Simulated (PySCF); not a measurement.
Bi(F)2(Me), CH₃BiF₂, SMILES [F][Bi]([CH3])[F] at its PBE0/def2-SVP optimised geometry (Å):

```
7

Bi    -1.2873    -0.7074     0.0000
F     -1.3776    -0.9353     2.0201
F     -1.3754     1.3255     0.0000
C      0.9629    -0.7074     0.0000
H      1.2709     0.3414    -0.1157
H      1.3754    -1.3255    -0.8102
H      1.2817    -1.0869     0.9810
```

Computed with PBE0/def2-TZVP, def2 effective core potentials past Kr (PySCF). The core electrons that the potentials of Bi replace are not part of the density.

Map of the electron localisation function on the plane z = 1.2 Å:

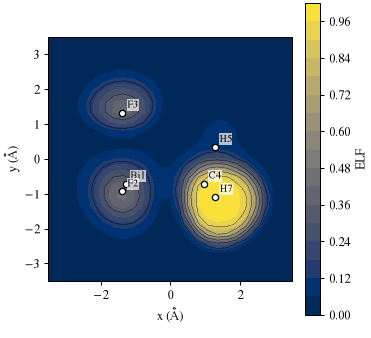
Figure: Electron localisation function on the plane z = 1.2 Å.
